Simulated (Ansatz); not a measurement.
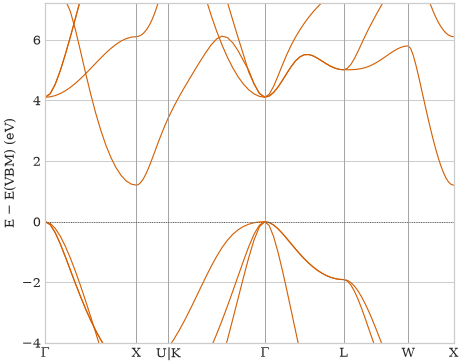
Fig. 1. Band structure from DFT-LDA in the program Ansatz with PAW potentials

Problem. Read off the gap and where the band edges lie.

Solution. About 1.2 eV (1.20 eV by a search for the band edges); maximum at Γ, minimum at X.

The material is Be$_{2}$C (fluorite or antifluorite type, Fm-3m).

The LDA relaxation kept the symmetry of its start; phonons on a q-mesh show no instability.

Potentials: the later of the program's two PAW sets.
